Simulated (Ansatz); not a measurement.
# S2F2 (Difluorodisulfane) at 6 levels

Aim: a comparison of 6 runs (BHLYP/STO-3G, RPA@PBE/STO-3G, UMP2/STO-3G, CCSDTQ/STO-3G, CCSD/STO-3G, UCCSD(T)/STO-3G) of S2F2 (Difluorodisulfane). 

The calculation is run with Ansatz 0.2.0.

40 further runs of the same task are left out: 7 that didn't finish, 33 set aside as unsound or not needed.

### 1 The molecule

S2F2 has 4 atoms, charge 0, and is taken as a singlet. As SMILES, `FSSF`. The S3–S2 distance was set to 2.835 Å, away from the relaxed value.

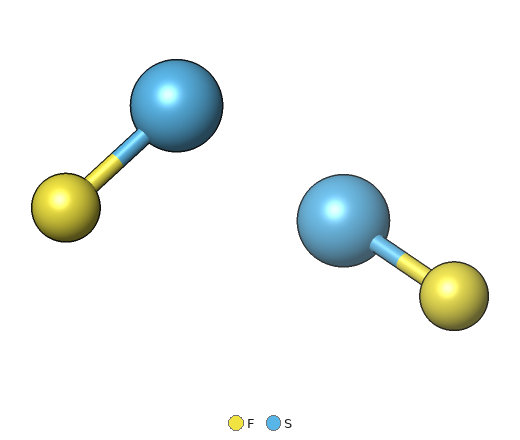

The structure, seen from a chosen angle (fluorine yellow, sulfur blue).

### 2 The energy at BHLYP/STO-3G (run 1)

job.yaml reads:

```yaml
crystal:
  periodic: [false, false, false]
  atoms:
    - {symbol: F, position_ang: [-2.540109, 0.320360, -0.845423]}
    - {symbol: S, position_ang: [-1.224029, 1.284440, -0.856203]}
    - {symbol: S, position_ang: [1.044990, -0.276390, -0.184720]}
    - {symbol: F, position_ang: [1.206410, -0.287820, 1.438680]}
basis:
  gaussian:
    orbitals: STO-3G
hamiltonian:
  xc: {name: BHLYP}
accuracy: high
```

Launch:

```
$ ansatz run job.yaml --threads 1 --pin off --max-ram 3480MiB --events-out events.jsonl --progress --plain --runs-dir runs
```

Log:

```text
Warning: RAYON_NUM_THREADS=1 ignored (pool sized by the plan → 1); use --threads N
Functional definition: BHLYP
  name "BHLYP"
  parameter a = 0.5
  exchange = (1 - a)*b88_x + a*exact_x
  correlation = lyp_c
493 factors; integrals over basis functions are off by at most 2.6e-8 eV
mean field evaluation 1: about -26779.1314 eV, gradient 1.3e1 eV
mean field evaluation 2: about -26779.2761 eV, gradient 1.2e1 eV
mean field evaluation 4: about -26779.8832 eV, gradient 2.0e-1 eV
mean field evaluation 8: about -26779.9383 eV, gradient 2.5e-3 eV
mean field evaluation 16: about -26779.9383 eV, gradient 1.3e-6 eV
mean field -26779.93825259 eV, -984.1445786886 hartree, gradient 8.8e-9 eV, S^2 0.000000; 0 other end points of the search recorded, 0 dependent functions left out
reference -26779.93826859 eV, -984.1445792766 hartree; 25, 25 occupied and 3, 3 virtual orbitals, 493 factors
Total energy: -26779.93826859 eV, -984.1445792766 hartree
```

It took 1.3 s on 1 thread of Arm Neoverse V2, shared host; peak memory 0.1 GiB.

### 3 The energy at RPA@PBE/STO-3G (run 2)

run.yaml reads:

```yaml
crystal:
  periodic: [false, false, false]
  atoms:
    - symbol: F
      position_ang: [-2.540109, 0.320360, -0.845423]
    - symbol: S
      position_ang: [-1.224029, 1.284440, -0.856203]
    - symbol: S
      position_ang: [1.044990, -0.276390, -0.184720]
    - symbol: F
      position_ang: [1.206410, -0.287820, 1.438680]
basis:
  gaussian:
    orbitals: STO-3G
magnetization:
  spin_polarized: false
  initial_magnetization: 0
hamiltonian:
  xc: {name: PBE}
correlation:
  method: rpa
  frozen_orbitals: {F: 1, S: 5}
accuracy: high
```

Launch:

```
$ ansatz run run.yaml --threads 1 --pin off --max-ram 3480MiB --events-out events.jsonl --progress --plain --runs-dir runs
```

Log:

```text
Warning: RAYON_NUM_THREADS=1 ignored (pool sized by the plan → 1); use --threads N
Functional definition: PBE
  name "PBE"
  parameter kappa = 0.804
  parameter beta = 0.06672455060314922
  exchange = pbe_x(kappa = kappa, mu = beta*pi^2/3)
  correlation = pbe_c(beta = beta)
493 factors; integrals over basis functions are off by at most 2.6e-8 eV
mean field evaluation 1: about -26766.4789 eV, gradient 7.0e0 eV
mean field evaluation 2: about -26766.4348 eV, gradient 7.2e0 eV
mean field evaluation 4: about -26766.5708 eV, gradient 5.7e0 eV
mean field evaluation 8: about -26766.6962 eV, gradient 7.0e-2 eV
mean field evaluation 16: about -26766.6962 eV, gradient 2.0e-6 eV
mean field -26766.69622090 eV, -983.6579429996 hartree, gradient 5.4e-9 eV, S^2 0.000000; 0 other end points of the search recorded, 0 dependent functions left out; unrestricted orbitals would lower it
mean field evaluation 32: about -26726.4651 eV, gradient 1.1e1 eV
unrestricted determinant -26729.76990504 eV, -982.3009259216 hartree, S^2 0.9016
12 core orbitals not correlated: weight in the atoms' cores, before any rotation towards them, 1.000 or more for the frozen orbitals, at most 0.000 for the correlated occupied ones
reference -26726.59512741 eV, -982.1842549953 hartree; 13, 13 occupied and 3, 3 virtual orbitals, 493 factors
Total energy: -26734.68091465 eV, -982.4814021958 hartree
```

Wall time 2.1 s (1 thread of Arm Neoverse V2, shared host); peak memory 0.12 GiB.

Run 3 isn't shown in full; the table further down has it.

### 4 The energy at CCSDTQ/STO-3G (run 4)

molecule.yaml reads:

```yaml
crystal:
  periodic: [false, false, false]
  atoms:
    - {symbol: F, position_ang: [-2.540109, 0.320360, -0.845423]}
    - {symbol: S, position_ang: [-1.224029, 1.284440, -0.856203]}
    - {symbol: S, position_ang: [1.044990, -0.276390, -0.184720]}
    - {symbol: F, position_ang: [1.206410, -0.287820, 1.438680]}
basis:
  gaussian: {orbitals: STO-3G}
correlation: {method: ccsdtq, frozen_orbitals: {F: 1, S: 5}}
accuracy: high
magnetization: {spin_polarized: false, initial_magnetization: 0}
scf: {omitted_lower_state_checks: [cluster_reference, increment]}
```

Launch:

```
$ ansatz run molecule.yaml --threads 1 --pin off --max-ram 3480MiB --events-out events.jsonl --progress --plain --runs-dir runs
```

Log:

```text
Warning: RAYON_NUM_THREADS=1 ignored (pool sized by the plan → 1); use --threads N
[... 11 lines left out ...]
12 core orbitals not correlated: weight in the atoms' cores, before any rotation towards them, 1.000 or more for the frozen orbitals, at most 0.000 for the correlated occupied ones
[... 62 lines left out ...]
WARN: these amplitudes may be one of several solutions (largest doubles amplitude 0.51, level shift 4.20 eV)
Total energy: -26732.85623908 eV, -982.4143466054 hartree
Checks for a lower state left out: cluster_reference, increment
```

It took 48 s on 1 thread of Arm Neoverse V2, shared host; peak memory 1.3 GiB.

Run 5 isn't shown in full; the table further down has it.

### 5 A single-point energy at UCCSD(T)/STO-3G (run 6)

Edit job.yaml of step 2 so:

```diff
@@ -10,4 +10,9 @@
     orbitals: STO-3G
-hamiltonian:
-  xc: {name: BHLYP}
+magnetization:
+  spin_polarized: true
+correlation:
+  method: ccsd_t
+  frozen_orbitals: {F: 1, S: 5}
 accuracy: high
+scf:
+  omitted_lower_state_checks: [cluster_reference, increment]
```

Launch:

```
$ ansatz run job.yaml --threads 1 --pin off --max-ram 3480MiB --events-out events.jsonl --progress --plain --runs-dir runs
```

Log:

```text
Warning: RAYON_NUM_THREADS=1 ignored (pool sized by the plan → 1); use --threads N
[... 15 lines left out ...]
12 core orbitals not correlated: weight in the atoms' cores, before any rotation towards them, 1.000 or more for the frozen orbitals, at most 0.000 for the correlated occupied ones
[... 61 lines left out ...]
Total energy: -26732.69086381 eV, -982.4082691764 hartree
Checks for a lower state left out: cluster_reference, increment
```

It took 2.1 s on 1 thread of Arm Neoverse V2, shared host.

### 6 All runs side by side

```csv
run,level,frozen core orbitals,energy (Eh),wall time
1,BHLYP/STO-3G,–,-984.144579,1.3 s
2,RPA@PBE/STO-3G,12,-982.481402,2.1 s
3,UMP2/STO-3G,12,-982.366768,1.7 s
4,CCSDTQ/STO-3G,12,-982.414347,48 s
5,CCSD/STO-3G,12,-982.403878,0.34 s
6,UCCSD(T)/STO-3G,12,-982.408269,2.1 s
```

### 7 What came out

| quantity | value |
| --- | --- |
| run 6: total energy | -982.40827 Eh |
| run 6: correlation energy (12 core orbitals frozen) | -107.3 mEh |
| run 6: (T) correction | -4.68 mEh |
| run 6: ⟨S²⟩ of the reference determinant | 0.902 |
| run 6: T1 diagnostic | 0.037 |

**Reading.** In runs 2, 4, 5 the log says that unrestricted orbitals would lower the reference, so the values rest on an unstable closed-shell determinant (other closed-shell runs at this shape may share the fault). In runs 1, 2, 3, 4, 5, 6 the basis is minimal, so the values are rough. Spin contamination of the reference: run 3 ⟨S²⟩ = 0.90, run 6 ⟨S²⟩ = 0.90. Where it is this large, the reference is a mixture of spin states, and values that rest on it are in doubt. All runs together took 55 s, the longest 48 s.
